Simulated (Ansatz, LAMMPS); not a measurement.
**Mg2+ triflate in trimethyl phosphate and diglyme, from a frame at 300 K (131 atoms): geometry optimisation**

Aim: bring Mg2+ triflate in trimethyl phosphate and diglyme, from a frame at 300 K (131 atoms) to a nearby minimum of the energy and see what moves.

Main program and level: Ansatz 0.2.0; Kohn-Sham DFT, LDA, PAW (set soft_2), plane waves.

### 1. Starting point

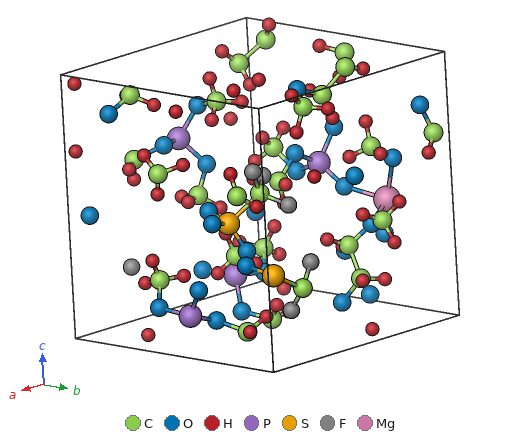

Start, viewed slightly off an axis; carbon green, oxygen blue, hydrogen red, phosphorus purple, sulfur orange, fluorine grey, magnesium pink. Bonds to atoms that aren't drawn are left out. Some periodic images of atoms are drawn too.

The cell holds 131 atoms: 26 C, 28 O, 64 H, 4 P, 2 S, 6 F and 1 Mg. Its edges and angles: a = 11.481 Å, b = 11.481 Å, c = 11.481 Å, α = 90.0°, β = 90.0°, γ = 90.0°. 4 trimethyl phosphate, 2 diglyme, 1 Mg2+, 2 triflate placed at random, at 1.26 g/cm³; overlaps pushed apart, then 10 ps at 550 K with divalent ions of Li, Roberts, Chakravorty and Merz (J. Chem. Theory Comput. 9, 2733 (2013)); MMFF94 bonds, angles, torsions, charges and radii (Halgren, J. Comput. Chem. 17, 490 (1996)) in harmonic and 12-6 forms; charges of ions scaled by 0.8. Snapshot after 30 ps at 300 K and fixed volume.

Before any run, some limits are plain. The network of contacts between molecules at the start is that of the classical potential that made the cell. The functional has no dispersion term, which matters for the binding between molecules or layers, where LDA binds through overlap of densities alone. The density was typed from a rule of thumb and may lie off the real one at this temperature. The Brillouin zone is sampled at Γ only, in a cell whose shortest periodic width is 11 Å.

### 2. Single point at the start

A single point comes first, to see the forces before anything moves.

The input, input.yaml:

```yaml
crystal:
  lattice:
    - [11.48111, 0.0, 0.0]
    - [0.0, 11.48111, 0.0]
    - [0.0, 0.0, 11.48111]
  atoms:
    - { symbol: C, position: [0.26697, 0.89344, 0.40478] }
    - { symbol: O, position: [0.21407, 0.78526, 0.36595] }
    - { symbol: C, position: [0.27494, 0.72075, 0.28879] }
    - { symbol: C, position: [0.28914, 0.78745, 0.17534] }
    [... 121 atom lines left out ...]
    - { symbol: O, position: [0.04591, 0.0347, 0.27809] }
    - { symbol: C, position: [0.81538, 0.9959, 0.2793] }
    - { symbol: F, position: [0.78888, 0.1029, 0.23856] }
    - { symbol: F, position: [0.73142, 0.96266, 0.35585] }
    - { symbol: F, position: [0.81105, 0.92662, 0.1849] }
    - { symbol: Mg, position: [0.05266, 0.71575, 0.41475] }
kpoints:
  mp_grid: { grid: [1, 1, 1] }
hamiltonian:
  xc: lda
scf:
  occupations: { method: fixed }
output:
  forces: true
  stress: true
  populations: true
  dos:
    method: { smearing: { sigma: 0.08 } }
    de: 0.1
    projected: { site_lists: { C: [C], F: [F], H: [H], Mg: [Mg], O: [O] } }
  eigenvalues: true
```

Launch:

```
$ ansatz run input.yaml --threads 4 --pin off --max-ram 8192MiB --backend cpu --events-out ev --progress --plain --runs-dir out
```

Wall time 19 s (4 threads of Arm Neoverse V2, shared host); peak memory 1.7 GiB.

Read from the output:

```
free energy                                      : -34161.9290 eV
free energy per atom                             : -260.7781 eV/atom
SCF cycles                                       : 11
pressure                                         : -1.545 GPa
r.m.s. force component                           : 0.9771 eV/Å
longest force                                    : 4.245 eV/Å
Fermi energy                                     : -0.4913 eV
gap (highest filled to lowest empty level) : 4.167 eV
spilling of the projection                       : 0.01485
```

The r.m.s. force component of 0.98 eV/Å and the pressure of -1.5 GPa set the starting point.

Neighbours are counted within 1.34 Å (H-C), 1.73 Å (O-C), 2.08 Å (O-P), 1.88 Å (O-S), 2.52 Å (O-Mg), 1.85 Å (C-C), 1.62 Å (C-F), 2.21 Å (C-S).

Length of the force by element and coordination:

| element | coordination | atoms | mean length of the force (eV/Å) | spread | least | most |
| --- | --- | --- | --- | --- | --- | --- |
| C | all | 26 | 1.99 | 0.790 | 0.549 | 4.25 |
| F | all | 6 | 1.34 | 0.418 | 0.851 | 1.96 |
| H | all | 64 | 0.943 | 0.620 | 0.0519 | 3.24 |
| Mg | all | 1 | 0.581 | 0 | 0.581 | 0.581 |
| O | all | 28 | 2.04 | 1.02 | 0.232 | 4.12 |
| O | 1 | 6 | 1.36 | 0.996 | 0.232 | 3.14 |
| O | 2 | 20 | 2.20 | 0.967 | 0.900 | 4.12 |
| O | 3 | 2 | 2.54 | 0.653 | 1.89 | 3.19 |
| P | all | 4 | 1.51 | 0.855 | 0.0879 | 2.29 |
| S | all | 2 | 1.52 | 0.263 | 1.26 | 1.78 |

### 3. Relaxation

With the cell held, the atoms are moved downhill towards a nearby minimum.

input.yaml, the sections that differ from step 2:

```yaml
output:
  forces: true
relax:
  f_tol: 0.05
  max_steps: 200
# crystal, kpoints, hamiltonian, scf: as in step 2
```

It took 4.9 min on 4 threads; peak memory 1.5 GiB.

Relaxation path (22 of 39):

| step | energy less that of the first step (eV) | largest force component (eV/Å) |
| --- | --- | --- |
| 1 | 0.0000 | 3.6151 |
| 3 | -5.2663 | 0.7724 |
| 5 | -5.6726 | 0.2322 |
| 6 | -5.7813 | 0.2516 |
| 8 | -5.9312 | 0.4352 |
| 10 | -6.0653 | 0.3106 |
| 12 | -6.1313 | 0.3940 |
| 14 | -6.1666 | 0.4598 |
| 15 | -6.1811 | 0.3563 |
| 17 | -6.2001 | 0.2307 |
| 19 | -6.2151 | 0.1899 |
| 21 | -6.2252 | 0.2510 |
| 23 | -6.2352 | 0.1448 |
| 25 | -6.2429 | 0.1975 |
| 26 | -6.2470 | 0.1336 |
| 28 | -6.2529 | 0.3323 |
| 30 | -6.2498 | 0.1938 |
| 32 | -6.2724 | 0.0554 |
| 34 | -6.2820 | 0.1695 |
| 35 | -6.2870 | 0.1771 |
| 37 | -6.2956 | 0.1680 |
| 39 | -6.2999 | 0.0242 |

Relaxation step 30 was tried and not accepted.

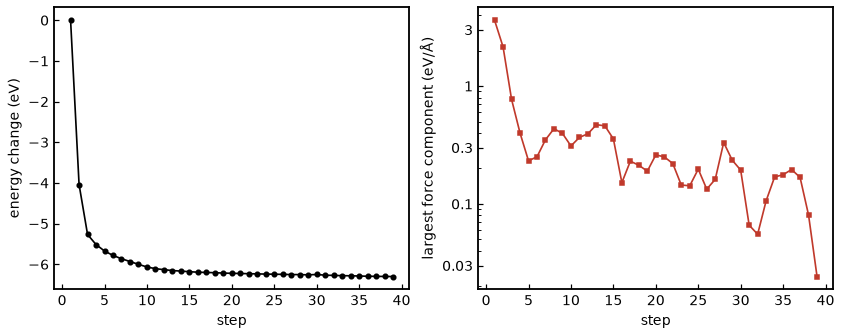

Energy and largest force along the relaxation.

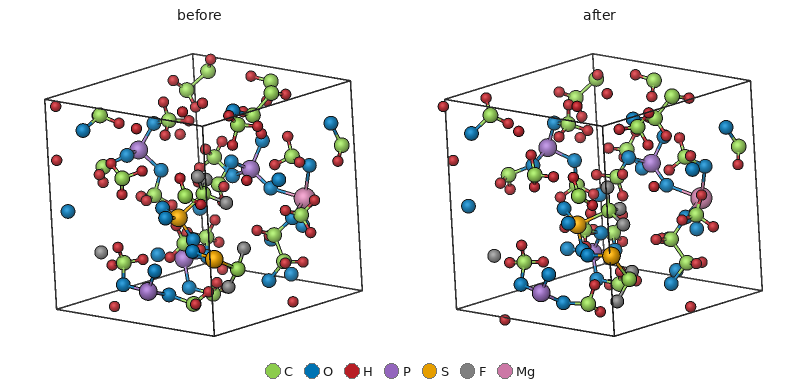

The structure before and after the relaxation, drawn at the same scale. Bonds to atoms that aren't drawn are left out.

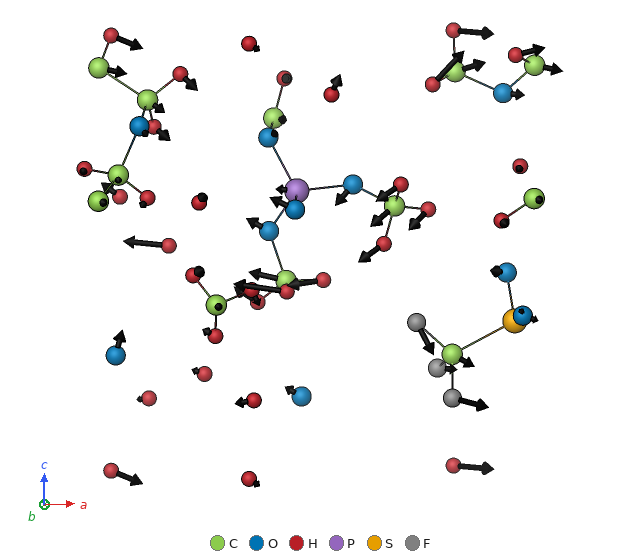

Displacements in the relaxation, scaled; the longest in the cell stands for 2.32 Å. Drawn is a slice 4 Å thick, seen along the normal of the ac plane. Bonds to atoms that aren't drawn are left out.

The atoms that moved most (Å):

| atom | dx | dy | dz | length |
| --- | --- | --- | --- | --- |
| H113 | -2.183 | 0.746 | 0.272 | 2.323 |
| H63 | 1.670 | 1.234 | 0.824 | 2.234 |
| H45 | 1.733 | 0.908 | -0.241 | 1.971 |
| H46 | 1.332 | 0.552 | 1.325 | 1.958 |
| H75 | -1.868 | 0.053 | 0.197 | 1.879 |
| F121 | -0.468 | 0.454 | -1.641 | 1.766 |
| H94 | -0.585 | -0.813 | 1.400 | 1.722 |
| F130 | 1.437 | 0.493 | -0.420 | 1.576 |

The relaxation changed the energy by -48.1 meV/atom, and atoms moved by 0.88 Å r.m.s., 2.3 Å at most.

### 4. Local order after relaxation

Bonds before and after, by the cutoffs listed below:

| pair | bonds before | bonds after | mean before (Å) | mean after (Å) | spread before (Å) | spread after (Å) |
| --- | --- | --- | --- | --- | --- | --- |
| H-C | 64 | 64 | 1.091 | 1.104 | 0.026 | 0.005 |
| O-C | 24 | 24 | 1.425 | 1.416 | 0.035 | 0.013 |
| O-P | 16 | 16 | 1.597 | 1.544 | 0.051 | 0.044 |
| O-S | 6 | 6 | 1.456 | 1.452 | 0.024 | 0.011 |
| O-Mg | 6 | 6 | 2.027 | 2.045 | 0.069 | 0.049 |
| C-C | 4 | 4 | 1.525 | 1.500 | 0.021 | 0.004 |
| C-F | 6 | 6 | 1.363 | 1.330 | 0.025 | 0.004 |
| C-S | 2 | 2 | 1.858 | 1.837 | 0.007 | 0.001 |

Density 1.26 g/cm³, 11.55 Å³ an atom.

Pair distribution functions g(r), in bins of 0.2 Å:

| r (Å) | total | H-H | H-O | H-C | H-F | H-P | H-S |
| --- | --- | --- | --- | --- | --- | --- | --- |
| 1.00 | 0.60 | 0.00 | 0.00 | 3.13 | 0.00 | 0.00 | 0.00 |
| 1.20 | 3.00 | 0.00 | 0.00 | 15.45 | 0.00 | 0.00 | 0.00 |
| 1.40 | 1.51 | 0.00 | 0.00 | 0.00 | 0.00 | 0.00 | 0.00 |
| 1.60 | 0.37 | 0.00 | 0.00 | 0.00 | 0.00 | 0.00 | 0.00 |
| 1.80 | 1.25 | 5.08 | 0.00 | 0.00 | 0.00 | 0.00 | 0.00 |
| 2.00 | 1.09 | 0.07 | 4.75 | 0.00 | 0.00 | 0.00 | 0.00 |
| 2.20 | 0.65 | 0.66 | 0.62 | 1.26 | 0.30 | 0.00 | 0.00 |
| 2.40 | 0.96 | 1.54 | 0.91 | 0.18 | 0.53 | 0.00 | 0.00 |
| 2.60 | 1.33 | 1.00 | 1.92 | 1.12 | 1.13 | 0.66 | 0.00 |
| 2.80 | 0.75 | 0.57 | 1.01 | 0.78 | 0.79 | 3.83 | 0.00 |
| 3.00 | 1.06 | 1.03 | 0.67 | 0.88 | 0.68 | 2.37 | 2.58 |
| 3.20 | 0.89 | 0.60 | 0.72 | 1.19 | 0.46 | 1.83 | 1.36 |
| 3.40 | 0.95 | 0.68 | 0.97 | 1.14 | 0.81 | 2.57 | 1.25 |
| 3.60 | 0.88 | 0.70 | 0.78 | 1.00 | 1.21 | 2.00 | 1.06 |
| 3.80 | 1.00 | 1.16 | 0.92 | 0.87 | 0.75 | 0.64 | 0.99 |
| 4.00 | 1.08 | 1.37 | 1.46 | 0.86 | 0.78 | 0.58 | 1.16 |
| 4.20 | 1.22 | 1.10 | 1.73 | 1.09 | 0.72 | 0.67 | 0.80 |
| 4.40 | 1.08 | 1.26 | 1.08 | 1.08 | 1.29 | 0.83 | 0.47 |
| 4.60 | 0.96 | 0.96 | 0.77 | 1.16 | 1.11 | 0.33 | 1.34 |
| 4.80 | 1.00 | 0.85 | 0.92 | 1.43 | 0.61 | 1.12 | 1.44 |
| 5.00 | 1.00 | 0.99 | 1.00 | 1.09 | 0.82 | 0.85 | 1.30 |
| 5.20 | 1.04 | 0.94 | 0.82 | 1.02 | 1.29 | 1.74 | 0.86 |
| 5.40 | 0.97 | 1.05 | 0.89 | 0.82 | 0.97 | 1.21 | 0.64 |
| 5.60 | 1.06 | 1.09 | 1.23 | 0.92 | 1.49 | 0.91 | 0.74 |

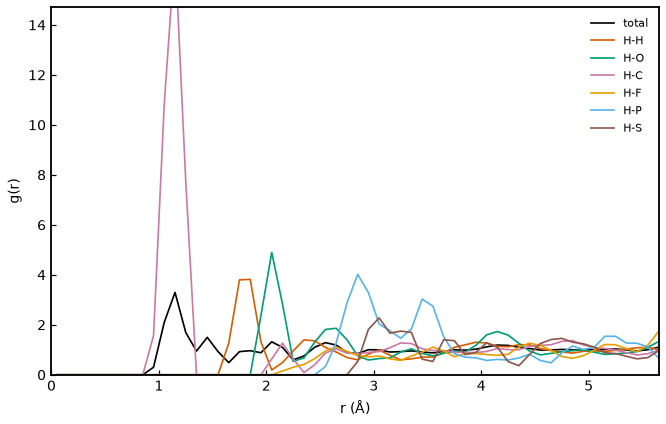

Pair distribution functions, lightly smoothed, with peaks cut at 14.

Bonds by pair of elements; cutoffs follow the first minimum of g(r), held within bounds set by covalent radii, and pairs that aren't listed don't count as bonded:

| pair A-B | cutoff (Å) | bonds | mean length (Å) | spread (Å) | shortest (Å) | B about A | A about B |
| --- | --- | --- | --- | --- | --- | --- | --- |
| H-C | 1.34 | 64 | 1.10 | 0.005 | 1.10 | 1 | 2.46 |
| O-C | 1.73 | 24 | 1.42 | 0.013 | 1.39 | 0.857 | 0.923 |
| O-P | 1.98 | 16 | 1.54 | 0.044 | 1.46 | 0.571 | 4 |
| O-S | 1.88 | 6 | 1.45 | 0.011 | 1.44 | 0.214 | 3 |
| O-Mg | 2.52 | 6 | 2.04 | 0.049 | 1.98 | 0.214 | 6 |
| C-C | 1.85 | 4 | 1.5 | 0.004 | 1.50 | 0.308 | 0.308 |
| C-F | 1.62 | 6 | 1.33 | 0.004 | 1.32 | 0.231 | 1 |
| C-S | 2.21 | 2 | 1.84 | 0.001 | 1.84 | 0.077 | 1 |

How many atoms have how many bonded neighbours:

| element | mean | 1 | 2 | 3 | 4 | 6 |
| --- | --- | --- | --- | --- | --- | --- |
| C | 4 | 0 | 0 | 0 | 26 | 0 |
| F | 1 | 6 | 0 | 0 | 0 | 0 |
| H | 1 | 64 | 0 | 0 | 0 | 0 |
| Mg | 6 | 0 | 0 | 0 | 0 | 1 |
| O | 1.86 | 6 | 20 | 2 | 0 | 0 |
| P | 4 | 0 | 0 | 0 | 4 | 0 |
| S | 4 | 0 | 0 | 0 | 2 | 0 |

Bond angles, per cent of each kind in bins of 5°:

| angle (°) | H-C-O | H-C-H | O-P-O | C-C-H | O-Mg-O |
| --- | --- | --- | --- | --- | --- |
| 85–90 | 0.0 | 0.0 | 0.0 | 0.0 | 46.7 |
| 90–95 | 0.0 | 0.0 | 0.0 | 0.0 | 33.3 |
| 95–100 | 0.0 | 0.0 | 4.2 | 0.0 | 0.0 |
| 100–105 | 0.0 | 0.0 | 25.0 | 0.0 | 0.0 |
| 105–110 | 51.6 | 82.1 | 29.2 | 81.2 | 0.0 |
| 110–115 | 48.4 | 17.9 | 20.8 | 18.8 | 0.0 |
| 115–120 | 0.0 | 0.0 | 20.8 | 0.0 | 0.0 |
| 120–125 | 0.0 | 0.0 | 0.0 | 0.0 | 0.0 |
| 125–130 | 0.0 | 0.0 | 0.0 | 0.0 | 0.0 |
| 130–135 | 0.0 | 0.0 | 0.0 | 0.0 | 0.0 |
| 135–140 | 0.0 | 0.0 | 0.0 | 0.0 | 0.0 |
| 140–145 | 0.0 | 0.0 | 0.0 | 0.0 | 0.0 |
| 145–150 | 0.0 | 0.0 | 0.0 | 0.0 | 0.0 |
| 150–155 | 0.0 | 0.0 | 0.0 | 0.0 | 0.0 |
| 155–160 | 0.0 | 0.0 | 0.0 | 0.0 | 0.0 |
| 160–165 | 0.0 | 0.0 | 0.0 | 0.0 | 0.0 |
| 165–170 | 0.0 | 0.0 | 0.0 | 0.0 | 0.0 |
| 170–175 | 0.0 | 0.0 | 0.0 | 0.0 | 6.7 |
| 175–180 | 0.0 | 0.0 | 0.0 | 0.0 | 13.3 |

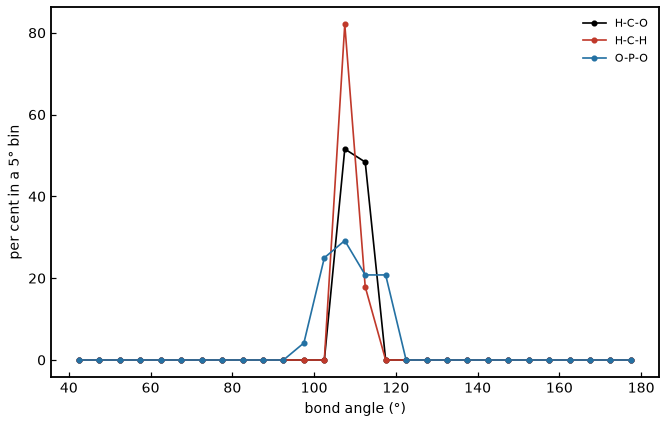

Distributions of the most common bond angles.

Bond angles (no mean is given where the spread exceeds 20°):

| angle | count | mean (°) | spread (°) |
| --- | --- | --- | --- |
| H-C-O | 64 | 110 | 1.7 |
| H-C-H | 56 | 109 | 1 |
| O-P-O | 24 | 109 | 5.9 |
| C-C-H | 16 | 109 | 0.8 |
| O-Mg-O | 15 | - | - |

Bond length by coordination (bonds to H left out):

| element | coordination | atoms | mean bond length (Å) |
| --- | --- | --- | --- |
| O | 1 | 6 | 1.45 |
| O | 2 | 20 | 1.53 |
| O | 3 | 2 | 1.65 |

For some of the pairs, g(r) has its first main peak near 1.8 Å (H-H), 2.1 Å (H-O), 1.1 Å (H-C), 2.9 Å (H-P) and 3.1 Å (H-S). With the cutoffs above, all C atoms have 4, all F atoms have 1, all H atoms have 1 and all Mg atoms have 6 bonded neighbours. The H-C-O angle averages 110° with a spread of 1.7°.

(Part 1 of 2 ends here.)

[Logs are printed without paths, hosts, clocks, repeated set-up lines and the standing remarks that a program may print on its own settings, such as how far it seeks lower states.]

[Hosts, paths, dates, database ids (printed as entryN), source tags and the programs' standing remarks are cut or masked in the printed files.]

[The MMFF94 radii named for the starting cell were scaled by 0.96; in molecules described by MMFF94, hydrogen bound to N, O or S took a small fixed 12-6 site in their place.]
